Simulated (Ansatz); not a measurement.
# SiCNCl2F (SMILES N#C[Si](F)(Cl)Cl) at CCSD/cc-pVDZ

Aim: the energy change on altering one bond length of SiCNCl2F at CCSD/cc-pVDZ, from 2 runs. 

Program for the calculation: Ansatz 0.2.0.

136 further runs of the same task are left out: 6 that didn't finish, 130 set aside as unsound or not needed. Runs told in other sessions of the task aren't counted.

### Step 1. Starting point

SiCNCl2F has 6 atoms, charge 0, and is taken as a singlet. As SMILES, `N#C[Si](F)(Cl)Cl`. Geometry: relaxed at PBE0-D4/def2-TZVP.

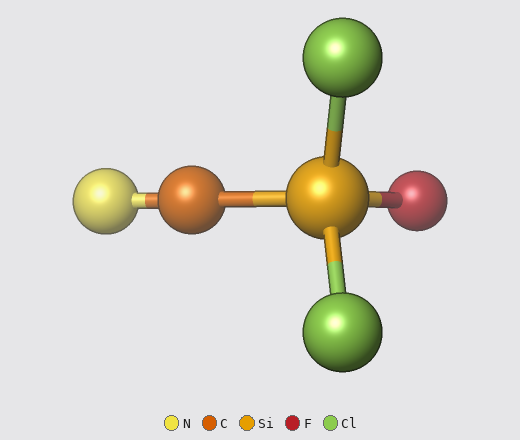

The structure, seen from a chosen angle (nitrogen yellow, carbon orange, silicon amber, fluorine red, chlorine green).

### Step 2. A single-point energy at CCSD/cc-pVDZ

The input, job.yaml:

```yaml
crystal:
  periodic: [false, false, false]
  atoms:
    - symbol: "N"
      position_ang: [1.752600, -1.361000, 1.114200]
    - symbol: C
      position_ang: [0.923100, -0.763300, 0.585900]
    - symbol: Si
      position_ang: [-0.381900, 0.210300, -0.249400]
    - symbol: F
      position_ang: [-1.471500, -0.801900, -0.758800]
    - symbol: Cl
      position_ang: [0.422900, 1.177100, -1.812500]
    - symbol: Cl
      position_ang: [-1.203100, 1.474700, 1.074300]
basis:
  gaussian: {orbitals: cc-pVDZ}
correlation: {method: ccsd, frozen_orbitals: {C: 1, Cl: 5, F: 1, "N": 1, Si: 5}}
accuracy: high
scf: {omitted_lower_state_checks: [cluster_reference, increment]}
```

Launch:

```sh
$ ansatz run job.yaml --threads 1 --pin off --max-ram 3480MiB --events-out events.jsonl --progress --plain --runs-dir runs
```

Log:

```text
Warning: RAYON_NUM_THREADS=1 ignored (pool sized by the plan → 1); use --threads N
Functional definition: HF
  name "HF"
  exchange = exact_x
  correlation = 0
these checks for a lower state are left out or cut short: cluster_reference, increment
2106 factors; integrals over basis functions are off by at most 3.2e-9 eV
mean field evaluation 1: about -38087.8460 eV, gradient 3.9e1 eV
mean field evaluation 2: about -38088.5167 eV, gradient 4.0e1 eV
mean field evaluation 4: about -38092.1877 eV, gradient 4.1e0 eV
mean field evaluation 8: about -38092.2745 eV, gradient 5.6e-1 eV
mean field evaluation 16: about -38092.2755 eV, gradient 2.2e-8 eV
mean field -38092.27554748 eV, -1399.8653064983 hartree, gradient 2.5e-8 eV, S^2 0.000000; 0 other end points of the search recorded, 0 dependent functions left out
18 core orbitals not correlated: weight in the atoms' cores, before any rotation towards them, 1.000 or more for the frozen orbitals, at most 0.000 for the correlated occupied ones
reference -38092.27554748 eV, -1399.8653064983 hartree; 17, 17 occupied and 61, 61 virtual orbitals, 2106 factors
second order -22.14458258 eV of doubles, -0.00000000 eV of singles
cycle   1  -22.24304955 eV  change   -9.8e-2 eV  update   1.1e-1
cycle   2  -22.77935413 eV  change   -5.4e-1 eV  update   3.3e-2
cycle   3  -22.90750155 eV  change   -1.3e-1 eV  update   1.6e-2
cycle   4  -22.90663973 eV  change    8.6e-4 eV  update   4.2e-3
cycle   5  -22.90880582 eV  change   -2.2e-3 eV  update   1.8e-3
cycle   6  -22.90988495 eV  change   -1.1e-3 eV  update   4.7e-4
cycle   7  -22.90990992 eV  change   -2.5e-5 eV  update   1.6e-4
cycle   8  -22.90996833 eV  change   -5.8e-5 eV  update   4.0e-5
cycle   9  -22.90999134 eV  change   -2.3e-5 eV  update   1.3e-5
cycle  10  -22.90999217 eV  change   -8.2e-7 eV  update   4.6e-6
cycle  11  -22.90999113 eV  change    1.0e-6 eV  update   1.6e-6
cycle  12  -22.90999202 eV  change   -9.0e-7 eV  update   6.9e-7
cycle  13  -22.90999242 eV  change   -4.0e-7 eV  update   2.9e-7
cycle  14  -22.90999265 eV  change   -2.3e-7 eV  update   1.2e-7
cycle  15  -22.90999269 eV  change   -4.4e-8 eV  update   5.3e-8
cycle  16  -22.90999272 eV  change   -2.3e-8 eV  update   3.3e-8
cycle  17  -22.90999343 eV  change   -7.2e-7 eV  update   1.4e-7
cycle  18  -22.90999346 eV  change   -2.8e-8 eV  update   3.5e-8
cycle  19  -22.90999350 eV  change   -4.2e-8 eV  update   1.3e-8
cycle  20  -22.90999351 eV  change   -1.1e-8 eV  update   4.8e-9
cycle  21  -22.90999352 eV  change   -1.1e-9 eV  update   1.6e-9
Total energy: -38115.18554100 eV, -1400.7072332311 hartree
Checks for a lower state left out: cluster_reference, increment
```

Wall time 26 s (1 thread of Arm Neoverse V1, shared host); peak memory 0.56 GiB.

### Step 3. The distorted shape at the same level

The input, input.yaml:

```yaml
crystal:
  periodic: [false, false, false]
  atoms:
    - {symbol: N, position_ang: [1.108776, -2.134420, 2.364648]}
    - {symbol: C, position_ang: [0.279276, -1.536720, 1.836348]}
    - {symbol: Si, position_ang: [-1.025724, -0.563120, 1.001048]}
    - {symbol: F, position_ang: [-2.115324, -1.575320, 0.491648]}
    - {symbol: Cl, position_ang: [0.422900, 1.177100, -1.812500]}
    - {symbol: Cl, position_ang: [-1.846924, 0.701280, 2.324748]}
basis:
  gaussian: {orbitals: cc-pVDZ}
scf: {omitted_lower_state_checks: [cluster_reference, increment]}
accuracy: high
correlation: {method: ccsd, frozen_orbitals: {C: 1, Cl: 5, F: 1, "N": 1, Si: 5}}
total_charge: 0
```

Launch:

```sh
$ ansatz run input.yaml --threads 1 --pin off --max-ram 3480MiB --events-out events.jsonl --progress --plain --runs-dir runs
```

Log:

```text
Warning: RAYON_NUM_THREADS=1 ignored (pool sized by the plan → 1); use --threads N
[... 4 set-up lines as earlier in the session ...]
these checks for a lower state are left out or cut short: cluster_reference, increment
2045 factors; integrals over basis functions are off by at most 2.9e-9 eV
mean field evaluation 1: about -38080.1542 eV, gradient 4.4e1 eV
mean field evaluation 2: about -38080.6949 eV, gradient 4.5e1 eV
mean field evaluation 4: about -38086.8980 eV, gradient 5.4e0 eV
mean field evaluation 8: about -38087.0833 eV, gradient 7.7e-1 eV
mean field evaluation 16: about -38087.0866 eV, gradient 1.6e-8 eV
mean field -38087.08656691 eV, -1399.6746149795 hartree, gradient 3.4e-8 eV, S^2 0.000000; 0 other end points of the search recorded, 0 dependent functions left out; unrestricted orbitals would lower it
18 core orbitals not correlated: weight in the atoms' cores, before any rotation towards them, 1.000 or more for the frozen orbitals, at most 0.000 for the correlated occupied ones
reference -38087.08656691 eV, -1399.6746149795 hartree; 17, 17 occupied and 61, 61 virtual orbitals, 2045 factors
second order -22.75820478 eV of doubles, -0.00000000 eV of singles
cycle   1  -22.66833206 eV  change   -5.0e-1 eV  update   1.7e-1
cycle   2  -23.34274833 eV  change   -6.7e-1 eV  update   7.2e-2
cycle   3  -23.67473879 eV  change   -3.3e-1 eV  update   6.1e-2
cycle   4  -23.69371610 eV  change   -1.9e-2 eV  update   2.7e-2
cycle   5  -23.68125920 eV  change    1.2e-2 eV  update   1.4e-2
cycle   6  -23.68819847 eV  change   -6.9e-3 eV  update   3.8e-3
cycle   7  -23.68881029 eV  change   -6.1e-4 eV  update   1.8e-3
cycle   8  -23.68805342 eV  change    7.6e-4 eV  update   6.4e-4
cycle   9  -23.68802737 eV  change    2.6e-5 eV  update   2.8e-4
cycle  10  -23.68808774 eV  change   -6.0e-5 eV  update   1.2e-4
cycle  11  -23.68795316 eV  change    1.3e-4 eV  update   7.4e-5
cycle  12  -23.68799097 eV  change   -3.8e-5 eV  update   5.4e-5
cycle  13  -23.68799841 eV  change   -7.4e-6 eV  update   4.4e-5
cycle  14  -23.68803560 eV  change   -3.7e-5 eV  update   3.6e-5
cycle  15  -23.68806033 eV  change   -2.5e-5 eV  update   2.6e-5
cycle  16  -23.68804879 eV  change    1.2e-5 eV  update   1.3e-5
cycle  17  -23.68804019 eV  change    8.6e-6 eV  update   5.7e-6
cycle  18  -23.68803539 eV  change    4.8e-6 eV  update   2.6e-6
cycle  19  -23.68803404 eV  change    1.3e-6 eV  update   1.1e-6
cycle  20  -23.68803428 eV  change   -2.4e-7 eV  update   5.8e-7
cycle  21  -23.68803498 eV  change   -7.0e-7 eV  update   2.7e-7
cycle  22  -23.68803535 eV  change   -3.7e-7 eV  update   2.0e-7
cycle  23  -23.68803526 eV  change    9.4e-8 eV  update   9.8e-8
cycle  24  -23.68803531 eV  change   -5.2e-8 eV  update   9.3e-8
cycle  25  -23.68803495 eV  change    3.5e-7 eV  update   2.0e-7
cycle  26  -23.68803500 eV  change   -4.3e-8 eV  update   6.7e-8
cycle  27  -23.68803500 eV  change   -1.0e-9 eV  update   3.4e-8
cycle  28  -23.68803498 eV  change    1.4e-8 eV  update   1.3e-8
cycle  29  -23.68803498 eV  change    3.3e-9 eV  update   8.6e-9
cycle  30  -23.68803498 eV  change   -2.4e-9 eV  update   6.5e-9
cycle  31  -23.68803499 eV  change   -4.2e-9 eV  update   5.3e-9
cycle  32  -23.68803500 eV  change   -7.8e-9 eV  update   3.8e-9
cycle  33  -23.68803500 eV  change   -2.0e-9 eV  update   2.2e-9
WARN: these amplitudes may be one of several solutions (largest doubles amplitude 0.34, level shift 0.92 eV)
Total energy: -38110.77460191 eV, -1400.5451342094 hartree
Checks for a lower state left out: cluster_reference, increment
```

It took 36 s on 1 thread of Arm Neoverse V1, shared host; peak memory 0.55 GiB.

### Step 4. Outcome

Level: CCSD/cc-pVDZ, 18 core orbitals frozen.

| quantity | value |
| --- | --- |
| first shape: total energy | -1400.70723 Eh |
| first shape: correlation energy (18 core orbitals frozen) | -841.9 mEh |
| first shape: T1 diagnostic | 0.011 |
| distorted shape: total energy | -1400.54513 Eh |
| distorted shape: correlation energy (18 core orbitals frozen) | -870.5 mEh |
| distorted shape: T1 diagnostic | 0.034 |
| energy change with the Si3–Cl5 bond stretched from 2.006 to 3.611 Å | 4.411 eV |

One bond (distorted shape) is far stretched, which a spin-restricted single reference describes badly; a broken-symmetry solution may lie lower. With the Si3–Cl5 bond stretched from 2.006 to 3.611 Å the energy rises by 4.41 eV (102 kcal/mol). The first shape isn't relaxed at this level, so the change isn't measured from a minimum. A restricted reference can't describe the breaking bond well at this length. The T1 diagnostic (distorted shape) of 0.034 is above the customary mark for such species, so a single reference may not serve. The restricted solution (distorted shape) is unstable to spin breaking: an unrestricted one lies lower.
